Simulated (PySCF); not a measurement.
**CH5AsSi (SMILES C1[SiH2][AsH]1): levels of theory compared**

We compute a comparison of 6 runs (B3LYP/6-31G*, BHLYP/def2-SVP, TPSS/def2-SVP, wB97M-V/def2-SVP, wB97X/def2-SVP, SCS-MP2/def2-SVP) of CH5AsSi. Input form: a Python script.

Program for the calculation: PySCF 2.14.0.

1 further run of the same task is left out (set aside as unsound or not needed).

**1. Starting point**

CH5AsSi has 8 atoms, charge 0, and is taken as a singlet. SMILES: `C1[SiH2][AsH]1`. The coordinates come from a PBE0-D4/def2-TZVP relaxation.

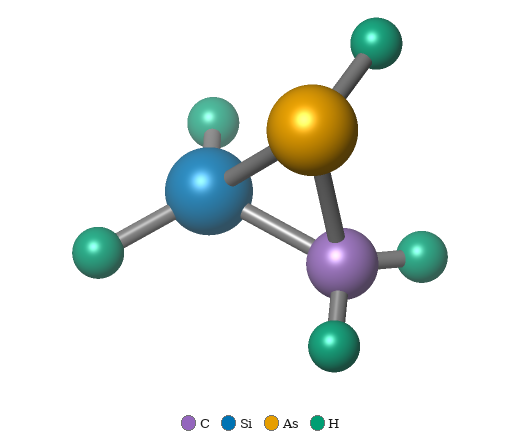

Viewed from a chosen angle; carbon purple, silicon blue, arsenic amber, hydrogen teal.

**2. A single-point energy at B3LYP/6-31G(d) (spherical functions) (run 1)**

Input file calc.py:

```python
# C1[SiH2][AsH]1
from pyscf import gto, dft

molecule = gto.M(
    atom='''
C       -0.770300       0.017900      -0.576000
Si       0.707800       0.663100       0.315700
As      -0.538100      -1.122700       1.107200
H       -0.667200      -0.524000      -1.509300
H       -1.690700       0.591800      -0.522300
H        0.581300       1.973900       0.990500
H        2.040800       0.422300      -0.277100
H        0.428400      -2.079400       0.415600
''',
    charge=0,
    spin=0,
    verbose=3,
    max_memory=1860,
    basis='6-31g*',
)

calc0 = dft.RKS(molecule, xc='b3lyp')
calc0.grids.level = 5
calc0.conv_tol = 1e-10
calc0.kernel()
if not calc0.converged:
    calc0 = calc0.newton().run(calc0.mo_coeff, calc0.mo_occ)

e_final = calc0.e_tot
print('E(%s) = %.9f' % ('B3LYP', e_final))
```

Started as:

```
$ OMP_NUM_THREADS=1 python calc.py
```

Standard output:

```text
converged SCF energy = -2566.20468659146
E(B3LYP) = -2566.204686591
```

It took 17 s on 1 thread of Intel Xeon at 2.70GHz, shared host; peak memory 0.39 GiB.

**3. The energy at BHLYP/def2-SVP (run 2)**

Input file input.py:

```python
from pyscf import gto, dft

mol = gto.M(
    atom='''
C     -1.455656     0.033826    -1.088482
Si     1.337548     1.253077     0.596587
As    -1.016862    -2.121596     2.092305
H     -1.260825    -0.990216    -2.852164
H     -3.194960     1.118340    -0.987004
H      1.098498     3.730130     1.871774
H      3.856553     0.798031    -0.523643
H      0.809559    -3.929497     0.785370
''',
    unit='bohr',
    verbose=3,
    max_memory=1860,
    spin=0,
    basis='def2-svp',
)

ks = dft.RKS(mol, xc='bhandhlyp')
ks.grids.level = 5
ks.conv_tol = 1e-10
ks.kernel()
if not ks.converged:
    ks = ks.newton().run(ks.mo_coeff, ks.mo_occ)

energy = ks.e_tot
print(f'total energy: {energy:.8f} hartree')
```

Started as:

```
$ OMP_NUM_THREADS=1 python input.py
```

Standard output:

```text
converged SCF energy = -2566.00804938159
total energy: -2566.00804938 hartree
```

It took 20 s on 1 thread of Intel Xeon at 2.70GHz, shared host; peak memory 0.46 GiB.

Runs 3 to 5 aren't shown in full; the table further down has their settings and results.

**4. A single-point energy at SCS-MP2/def2-SVP (run 6)**

Input file job.py:

```python
from pyscf import gto, mp

mol = gto.M(
    atom=[
    ('C', (-0.770300, 0.017900, -0.576000)),
    ('Si', (0.707800, 0.663100, 0.315700)),
    ('As', (-0.538100, -1.122700, 1.107200)),
    ('H', (-0.667200, -0.524000, -1.509300)),
    ('H', (-1.690700, 0.591800, -0.522300)),
    ('H', (0.581300, 1.973900, 0.990500)),
    ('H', (2.040800, 0.422300, -0.277100)),
    ('H', (0.428400, -2.079400, 0.415600)),
],
    max_memory=1860,
    basis='def2-svp',
    verbose=3,
)

myscf = mol.RHF()
myscf.conv_tol = 1e-10
myscf.kernel()
if not myscf.converged:
    myscf = myscf.newton().run(myscf.mo_coeff, myscf.mo_occ)

pt = mp.MP2(myscf, frozen=15).run()
e_tot = myscf.e_tot + 1.2 * pt.e_corr_os + pt.e_corr_ss / 3
print(f'total energy: {e_tot:.8f} hartree')
```

Started as:

```
$ OMP_NUM_THREADS=1 python job.py
```

Standard output:

```text
converged SCF energy = -2563.47862908405
E(RMP2) = -2563.95482976296  E_corr = -0.476200678906955
E(SCS-RMP2) = -2563.94421559335  E_corr = -0.465586509293314
total energy: -2563.94421559 hartree
```

It took 2.3 s on 1 thread of Intel Xeon at 2.70GHz, shared host; peak memory 0.21 GiB.

**5. The series**

| run | level | nlc grid | integration grid | energy (Eh) | dipole moment (D) of the reference | HOMO energy (eV) | LUMO energy (eV) | wall time |
| --- | --- | --- | --- | --- | --- | --- | --- | --- |
| 1 | B3LYP/6-31G* (spherical functions) | – | 5 | -2566.204687 | 1.16 | -6.57 | -0.36 | 17 s |
| 2 | BHLYP/def2-SVP | – | 5 | -2566.008049 | 1.03 | -7.72 | 0.83 | 20 s |
| 3 | TPSS/def2-SVP | – | 5 | -2566.056053 | 0.95 | -5.98 | -0.79 | 37 s |
| 4 | wB97M-V/def2-SVP | 1 | 5 | -2565.877724 | 0.98 | -8.86 | 1.76 | 98 s |
| 5 | wB97X/def2-SVP | – | 5 | -2566.077731 | 1.00 | -9.02 | 1.90 | 31 s |
| 6 | SCS-MP2/def2-SVP | – | – | -2563.944216 | 1.30 | -9.05 | 3.13 | 2.3 s |

**6. Summary of results**

| quantity | value |
| --- | --- |
| run 6: total energy | -2563.94422 Eh |
| run 6: dipole moment (Hartree–Fock density) | 1.30 D |
| run 6: HOMO energy (Hartree–Fock orbitals) | -9.05 eV |
| run 6: LUMO energy (Hartree–Fock orbitals) | 3.13 eV |
| run 6: HOMO–LUMO gap (Hartree–Fock orbitals) | 12.18 eV |
| run 6: correlation energy (15 core orbitals frozen) | -465.6 mEh |

What this shows: Over runs 1, 2, 3, 4, 5 the dipole moment (its size) runs from 0.95 D (TPSS/def2-SVP) to 1.16 D (B3LYP/6-31G*). The two ends differ in method and basis. Over runs 1, 2, 3, 4, 5 the HOMO–LUMO gap runs from 5.19 eV (TPSS/def2-SVP) to 10.93 eV (wB97X/def2-SVP). Totals of different functionals can't be ranked against each other. All runs together took 3.4 min, the longest 98 s.
